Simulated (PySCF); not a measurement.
# C₆H₃N, charge +1, doublet, SMILES `[CH+]=[C]C#CCC#N`: electronic structure

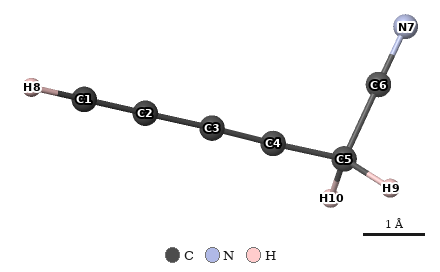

The molecule, with its atoms numbered as below. No frequency check shows the geometry to be a minimum.

Cartesian coordinates (Å):

```
C1      -3.5735    0.4512    0.0002
C2      -2.3959    0.1254   -0.0001
C3      -1.1064   -0.2257   -0.0002
C4       0.0700   -0.5774   -0.0000
C5       1.4403   -0.9449    0.0002
C6       2.2989    0.2291   -0.0002
N7       2.9744    1.1422    0.0001
H8      -4.5925    0.7338    0.0000
H9       1.6855   -1.5376    0.8961
H10      1.6858   -1.5374   -0.8959
```

## 1. Bonding charge

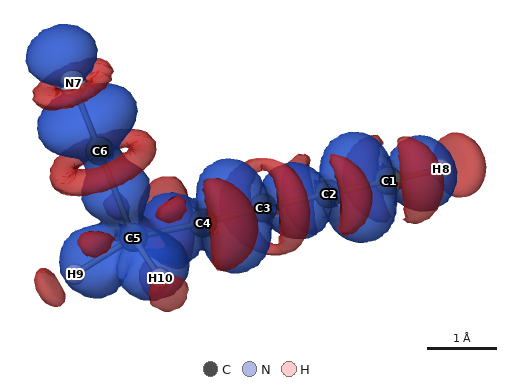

Deformation density (molecule less spherical, spin-averaged free atoms at the same positions), surfaces at ±0.1 e/Å³; blue: gain, red: loss.

Method: HF/def2-TZVP; geometry: GFN2-xTB; program: PySCF. The stability of the open-shell solution wasn't checked. GFN2-xTB doesn't know the spin state, so this open-shell geometry is rough.

How much density has each bond gained at its critical point, relative to the free atoms?

Answer. C6–N7: +1.17 e/Å³ at the bond critical point (bond length 1.14 Å, Mayer order 3.0). C1–C2: +1.04 e/Å³ at the bond critical point (bond length 1.22 Å, Mayer order 2.2). C3–C4: +1.02 e/Å³ at the bond critical point (bond length 1.23 Å, Mayer order 2.3). C2–C3: +0.83 e/Å³ at the bond critical point (bond length 1.34 Å, Mayer order 1.7). C1–H8: +0.82 e/Å³ at the bond critical point (bond length 1.06 Å, Mayer order 0.9). C5–H9 and C5–H10: +0.71 e/Å³ at the bond critical point (bond length 1.10 Å, Mayer order 0.9). C5–C6: +0.63 e/Å³ at the bond critical point (bond length 1.45 Å, Mayer order 1.0). C4–C5: +0.55 e/Å³ at the bond critical point (bond length 1.42 Å, Mayer order 1.1). In all, 3.0 electrons gather in the regions of gain relative to the promolecule of neutral atoms (the regions of loss give up this much and the cation's charge besides).

## 2. Electrostatic potential

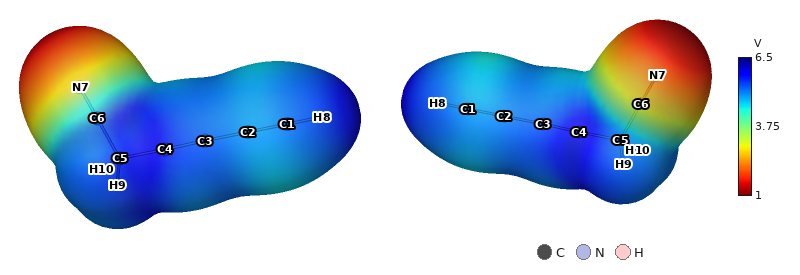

Electrostatic potential on the surface of electron density 0.001 a.u. (back view left, front view right).

Where are the extremes of the potential on the surface?

Answer. Highest: 6.11 V, near C4 (1.79 Å) and H9 (1.90 Å), over C5 (2.2 Å), and at like points elsewhere. Further maxima include 5.14 V, near H10 (1.58 Å) and H9 (1.69 Å), over C5 (1.8 Å). Lowest: 1.09 V, 1.8 Å from N7. Further minima include 4.47 V, off the C1–C2 bond (2.0 to 2.1 Å from its atoms); 4.54 V, off the C1–C2 bond (2.0 to 2.1 Å from its atoms). The surface is sampled at points, so like sites can differ by a few per cent and only the strongest of them is named.

## 3. Spin density

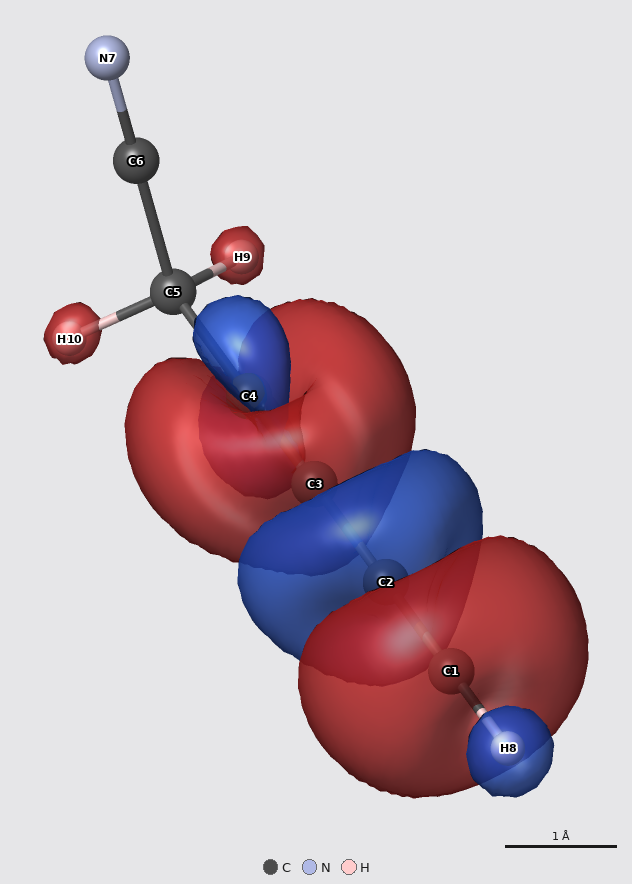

Spin density ρα − ρβ at ±0.03 e/Å³ (red: excess α, blue: excess β).

Give the atomic spin populations that go with this picture.

Answer. Hirshfeld spin populations: C1 +0.72, C3 +0.22 and C4 +0.20. Spin polarisation leaves negative spin on C2 (−0.19). ⟨S²⟩ = 1.03, against 0.75 for a pure state. The picture also shows regions of β spin from spin polarisation; the Hirshfeld sums, whose atoms overlap, net them against the α spin of neighbours.

## 4. In an electric field

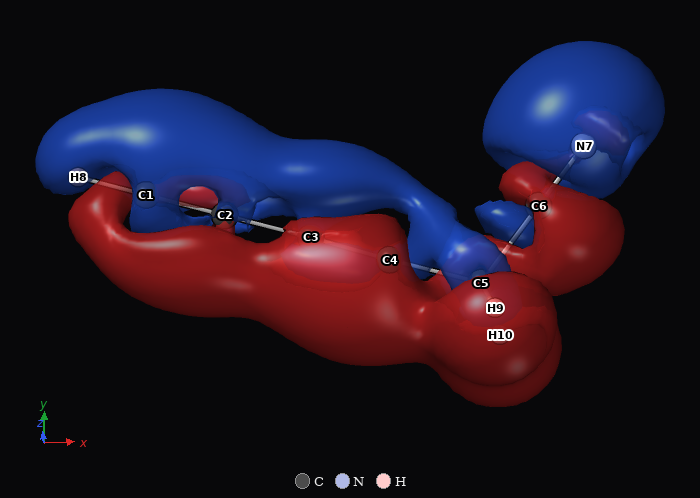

Change of the electron density in a uniform field of 0.41 V/Å, surfaces at ±0.0015 e/Å³ (red: gain, blue: loss).

Method: TPSS/aug-cc-pVDZ; geometry: GFN2-xTB; program: PySCF. The stability of the open-shell solution wasn't checked. GFN2-xTB doesn't know the spin state, so this open-shell geometry is rough.

Along which Cartesian direction does the field point?

Answer. Along +y: electrons gather on the −y side, against the field.

What dipole is induced, and what polarisability does it imply?

Answer. The induced dipole is 1.13 D (along the field); α along this axis, from the fields in both directions, is 55 bohr³ (8.2 Å³).

Which atoms gain and lose the most charge?

Answer. Electrons gather most on C4 (Hirshfeld charge changes by −0.013 e) and leave N7 most (+0.034 e); 0.108 electrons are displaced in all.

The PySCF runs shown took 2.4 min and 3.4 min on 1 thread of AMD EPYC 7R43 64-Core Processor (Zen 3) (shared host).
